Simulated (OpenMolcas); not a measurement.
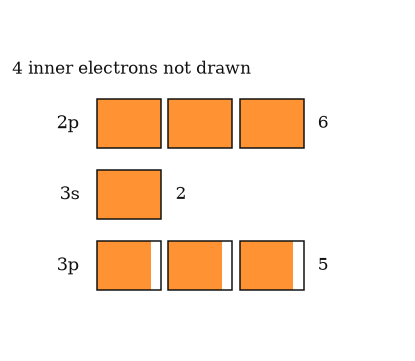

*The outer shells of the leading configuration of the lowest level: a box for each of the 2l + 1 orbitals, shaded by the share of the shell that is filled, with the electron count at the right.*

Run report: Cl, multiconfigurational calculation (part 1 of 2)

Cl. Computed at this level: state-averaged RASSCF, active space 5 electrons in the shells 3p 3d 4s; RAS3 3d 4s with at most 1 electron, basis ANO-RCC, DKH2 scalar Hamiltonian, spin-orbit coupling by RASSI with atomic mean-field integrals (OpenMolcas).

Key numbers:

- outcome: converged
- lowest level: 3p⁵ ²P°₃/₂
- first excited level: 3p⁵ ²P°₁/₂, 825 cm⁻¹ (measured: 882)
- energy of the lowest spin-free term: −460.89114 hartree
- energy of the lowest spin-orbit level: −460.89239 hartree
- largest spread among components of a term: 0.0 cm⁻¹
- hardware: 1 CPU thread, shared host
- wall time: 26 s

Remarks:

Without dynamic correlation the gaps between configurations can be off by an electronvolt or more. Caveats: only configurations of the active space are included.

Input:
```
&GATEWAY
Coord
1

Cl 0.0 0.0 0.0
Basis=ANO-RCC
Group=XYZ
NoMove
AngMom=0.0 0.0 0.0
AMFI
&SEWARD
&RASSCF
FileOrb=start.orb
Symmetry=2
Spin=2
nActEl=5 0 1
Inactive=3 3
Ras2=0 3
Ras3=6 0
CIRoot=3 3 1
SDav=3
CIMx=300
Iter=120 100
PrWF=0.3
OrbListing=Nothing
MaxOrb=0
Thrs=2.0e-7 1.0e-1 5.0e-4
Atom
>>> COPY $Project.JobIph JOB001
&RASSCF
FileOrb=start.orb
Symmetry=1
Spin=4
nActEl=5 0 1
Inactive=3 3
Ras2=0 3
Ras3=6 0
CIRoot=18 18 1
SDav=18
CIMx=300
Iter=120 100
PrWF=0.3
OrbListing=Nothing
MaxOrb=0
Thrs=2.0e-7 1.0e-1 5.0e-4
Atom
>>> COPY $Project.JobIph JOB002
&RASSCF
FileOrb=start.orb
Symmetry=1
Spin=2
nActEl=5 0 1
Inactive=3 3
Ras2=0 3
Ras3=6 0
CIRoot=23 23 1
SDav=54
CIMx=300
Iter=120 100
PrWF=0.3
OrbListing=Nothing
MaxOrb=0
Thrs=2.0e-7 1.0e-1 5.0e-4
Atom
>>> COPY $Project.JobIph JOB003
&RASSI
NrOfJobIphs=3 3 18 23
1 2 3
1 2 3 4 5 6 7 8 9 10 11 12 13 14 15 16 17 18
1 2 3 4 5 6 7 8 9 10 11 12 13 14 15 16 17 18 19 20 21 22 23
IphNames
JOB001
JOB002
JOB003
EJob
SpinOrbit
DIPRint=1.0
SOCoupling=1000.0
Subsets=2
MEES
Property=10
'ANGMOM' 1 'ANGMOM' 2 'ANGMOM' 3 'MLTPL  1' 1 'MLTPL  1' 2 'MLTPL  1' 3
'AMFI' 1 'AMFI' 2 'AMFI' 3 'MLTPL  2' 6
SOProperty=3
'ANGMOM' 1 'ANGMOM' 2 'ANGMOM' 3
```

The file start.orb holds starting orbitals from an earlier step. A driver script formed the levels outside the program, from RASSI's spin-orbit matrix and the active-space energies, averaged over the components of each term or state.

Output (extracts):
```
--- SEWARD ---
Basis set label: CL.ANO-RCC.........

      Electronic valence basis set:
      ------------------
      Associated Effective Charge  17.000000 au
      Associated Actual Charge     17.000000 au
      Nuclear Model: Point charge

      Shell  nPrim  nBasis  Cartesian Spherical Contaminant
         s      17       8        X
         p      12       7        X
         d       5       5                 X
         f       4       4                 X
         g       2       2                 X
                  Relativistic Douglas-Kroll-Hess integrals:
                    - DKH order of Hamiltonian: 2
                    - DKH order of Properties : 0
                  Atomic mean-field integrals
--- RASSCF ---
Wave function specifications:
      -----------------------------

      Number of closed shell electrons          12
      Number of electrons in active shells       5
      Max number of holes in RAS1 space          0
      Max nr of electrons in RAS3 space          1
      Number of inactive orbitals                6
      Number of active orbitals                  9
      Number of secondary orbitals              85
      Spin quantum number                      0.5
      State symmetry                             2
Orbital specifications:
      -----------------------

      Symmetry species                           1   2
                                                ag  au
      Frozen orbitals                            0   0
      Inactive orbitals                          3   3
      Active orbitals                            6   3
      RAS1 orbitals                              0   0
      RAS2 orbitals                              0   3
      RAS3 orbitals                              6   0
      Secondary orbitals                        42  43
      Deleted orbitals                           0   0
      Number of basis functions                 51  49
      Number of CSFs                             3
      Number of root(s) required                 3
      Iter CI   SX   CI       RASSCF       Energy    max ROT     max BLB   max BLB  Level Ln srch  Step   QN
          iter iter root      energy       change     param      element    value   shift minimum  type update
 Nr of preliminary CI iterations:   1
 ###############################################################################
 ###############################################################################
 ###                                                                         ###
 ###                                                                         ###
 ###    WARNING: Problems in orbital optimization.                           ###
 ###                                                                         ###
 ###                                                                         ###
 ###############################################################################
 ###############################################################################
  Warning: In symmetry  1, orbital p=   4 has diagonal density matrix element D(p,p) close to zero. D(p,p)=  0.000000E+00
  Warning: In symmetry  1, orbital p=   5 has diagonal density matrix element D(p,p) close to zero. D(p,p)=  0.000000E+00
        ...
  Warning: In symmetry  1, orbital p=   7 has diagonal density matrix element D(p,p) close to zero. D(p,p)=  0.000000E+00
  Warning: In symmetry  1, orbital p=   8 has diagonal density matrix element D(p,p) close to zero. D(p,p)=  0.000000E+00
  Warning: In symmetry  1, orbital p=   9 has diagonal density matrix element D(p,p) close to zero. D(p,p)=  0.000000E+00
        4   1    3    0  -460.89113689   -6.42E-12  -2.42E-07    3  10 1 -9.04E-07   0.50   0.00    SX    NO
      Convergence after  4 iterations
        5   1    3    0  -460.89113689   -2.22E-12  -2.42E-07    3  12 1 -6.41E-07   0.50   0.00    SX    NO
      Natural orbitals and occupation numbers for root  1
      sym 1:   0.000000   0.000000   0.000000   0.000000   0.000000   0.000000
      sym 2:   2.000000   2.000000   1.000000
      Natural orbitals and occupation numbers for root  2
      sym 1:   0.000000   0.000000   0.000000   0.000000   0.000000   0.000000
      sym 2:   1.000000   2.000000   2.000000
      Natural orbitals and occupation numbers for root  3
      sym 1:   0.000000   0.000000   0.000000   0.000000   0.000000   0.000000
      sym 2:   2.000000   1.000000   2.000000
::    RASSCF root number  1 Total energy:   -460.89113689
::    RASSCF root number  2 Total energy:   -460.89113689
::    RASSCF root number  3 Total energy:   -460.89113689
--- RASSCF ---
Wave function specifications:
      -----------------------------

      Number of closed shell electrons          12
      Number of electrons in active shells       5
      Max number of holes in RAS1 space          0
      Max nr of electrons in RAS3 space          1
      Number of inactive orbitals                6
      Number of active orbitals                  9
      Number of secondary orbitals              85
      Spin quantum number                      1.5
      State symmetry                             1
Orbital specifications:
      -----------------------

      Symmetry species                           1   2
                                                ag  au
      Frozen orbitals                            0   0
      Inactive orbitals                          3   3
      Active orbitals                            6   3
      RAS1 orbitals                              0   0
      RAS2 orbitals                              0   3
      RAS3 orbitals                              6   0
      Secondary orbitals                        42  43
      Deleted orbitals                           0   0
      Number of basis functions                 51  49
      Number of CSFs                            18
      Number of root(s) required                18
      Iter CI   SX   CI       RASSCF       Energy    max ROT     max BLB   max BLB  Level Ln srch  Step   QN
          iter iter root      energy       change     param      element    value   shift minimum  type update
 Nr of preliminary CI iterations:   1
        1   1    3    0  -460.48614101    0.00E+00  -8.10E-07    3  10 1  2.57E-06   0.00   0.00    SX    NO
        2   1    2    0  -460.48614101   -2.73E-12   1.05E-07    3  12 1  7.33E-07   0.00   0.00    SX    NO
        3   1    2    0  -460.48614101   -1.02E-12   1.22E-07    3  11 1  4.53E-07   0.00   0.00    SX    NO
        4   1    2    0  -460.48614101    4.55E-13  -6.43E-08    3  12 1  3.84E-07   0.00   0.00    SX    NO
      Convergence after  4 iterations
        5   1    2    0  -460.48614101    2.27E-13  -6.43E-08    3  12 1  2.04E-07   0.00   0.00    SX    NO
      Natural orbitals and occupation numbers for root  1
      sym 1:   0.000000  -0.000000   0.001961   0.001961  -0.000000   0.996078
      sym 2:   1.001961   1.996078   1.001961
      Natural orbitals and occupation numbers for root  2
      sym 1:   0.001961  -0.000000   0.001961  -0.000000  -0.000000   0.996078
      sym 2:   1.996078   1.001961   1.001961
      Natural orbitals and occupation numbers for root  3
      sym 1:   0.001961   0.000000   0.000000   0.001961  -0.000000   0.996078
      sym 2:   1.001961   1.001961   1.996078
::    RASSCF root number  1 Total energy:   -460.57008152
::    RASSCF root number  2 Total energy:   -460.57008152
::    RASSCF root number  3 Total energy:   -460.57008152
::    RASSCF root number  4 Total energy:   -460.49368714
::    RASSCF root number  5 Total energy:   -460.49368714
::    RASSCF root number  6 Total energy:   -460.49368714
::    RASSCF root number  7 Total energy:   -460.49368714
::    RASSCF root number  8 Total energy:   -460.49368714
::    RASSCF root number  9 Total energy:   -460.46261131
::    RASSCF root number 10 Total energy:   -460.46261131
::    RASSCF root number 11 Total energy:   -460.46261131
::    RASSCF root number 12 Total energy:   -460.46261131
::    RASSCF root number 13 Total energy:   -460.46261131
::    RASSCF root number 14 Total energy:   -460.46261131
::    RASSCF root number 15 Total energy:   -460.46261131
::    RASSCF root number 16 Total energy:   -460.44452625
::    RASSCF root number 17 Total energy:   -460.44452625
::    RASSCF root number 18 Total energy:   -460.44452625
--- RASSCF ---
Wave function specifications:
      -----------------------------

      Number of closed shell electrons          12
      Number of electrons in active shells       5
      Max number of holes in RAS1 space          0
      Max nr of electrons in RAS3 space          1
      Number of inactive orbitals                6
      Number of active orbitals                  9
      Number of secondary orbitals              85
      Spin quantum number                      0.5
      State symmetry                             1
Orbital specifications:
      -----------------------

      Symmetry species                           1   2
                                                ag  au
      Frozen orbitals                            0   0
      Inactive orbitals                          3   3
      Active orbitals                            6   3
      RAS1 orbitals                              0   0
      RAS2 orbitals                              0   3
      RAS3 orbitals                              6   0
      Secondary orbitals                        42  43
      Deleted orbitals                           0   0
      Number of basis functions                 51  49
      Number of CSFs                            54
      Number of root(s) required                23
      Iter CI   SX   CI       RASSCF       Energy    max ROT     max BLB   max BLB  Level Ln srch  Step   QN
          iter iter root      energy       change     param      element    value   shift minimum  type update
 Nr of preliminary CI iterations:   1
        1   1   18    0  -460.46253884    0.00E+00  -3.36E-02    9  10 1 -4.91E-03*  0.00   0.00    SX    NO
        2   1   18    0  -460.46373385   -1.20E-03* -1.11E-02    6   7 2 -3.04E-03*  0.00   0.00    SX    NO
        3   1   17    0  -460.46389047   -1.57E-04*  4.94E-03    3   9 1  8.56E-04*  0.00   0.00    SX    NO
        4   1   14    0  -460.46391520   -2.47E-05*  1.88E-03    3   9 1  4.28E-04   0.00   0.00    SX    NO
        5   1   15    0  -460.46391927   -4.07E-06* -1.24E-03    3   9 1  1.46E-04   0.00   1.67    LS   YES
        6   1   14    0  -460.46392004   -7.76E-07*  1.44E-04    3  10 1  1.75E-04   0.00   1.01    QN   YES
        7   1   12    0  -460.46392008   -3.69E-08   2.80E-05    3  10 1 -4.79E-05   0.00   0.78    QN   YES
      Convergence after  7 iterations
        8   1   12    0  -460.46392008   -3.20E-09   2.80E-05    2  13 1  7.95E-07   0.00   0.78    QN   YES
      Natural orbitals and occupation numbers for root  1
      sym 1:   0.000708   0.000000   0.000926   0.000926   0.000708   0.996731
      sym 2:   1.998148   1.000926   1.000926
      Natural orbitals and occupation numbers for root  2
      sym 1:   0.000926   0.000000   0.000926   0.000708   0.000708   0.996731
      sym 2:   1.000926   1.998148   1.000926
      Natural orbitals and occupation numbers for root  3
      sym 1:   0.000926   0.000708   0.000708   0.000926   0.000000   0.996731
      sym 2:   1.000926   1.000926   1.998148
::    RASSCF root number  1 Total energy:   -460.55219635
::    RASSCF root number  2 Total energy:   -460.55219635
::    RASSCF root number  3 Total energy:   -460.55219635
::    RASSCF root number  4 Total energy:   -460.50252192
::    RASSCF root number  5 Total energy:   -460.50252192
::    RASSCF root number  6 Total energy:   -460.50252192
::    RASSCF root number  7 Total energy:   -460.50252192
::    RASSCF root number  8 Total energy:   -460.50252192
::    RASSCF root number  9 Total energy:   -460.43982729
::    RASSCF root number 10 Total energy:   -460.43982729
::    RASSCF root number 11 Total energy:   -460.43982729
::    RASSCF root number 12 Total energy:   -460.43982729
::    RASSCF root number 13 Total energy:   -460.43982729
::    RASSCF root number 14 Total energy:   -460.43982729
::    RASSCF root number 15 Total energy:   -460.43982729
::    RASSCF root number 16 Total energy:   -460.43643990
::    RASSCF root number 17 Total energy:   -460.43643990
::    RASSCF root number 18 Total energy:   -460.43643990
::    RASSCF root number 19 Total energy:   -460.42257050
::    RASSCF root number 20 Total energy:   -460.42257050
::    RASSCF root number 21 Total energy:   -460.42257050
::    RASSCF root number 22 Total energy:   -460.42257050
::    RASSCF root number 23 Total energy:   -460.42257050
```

(Continued in part 2.)
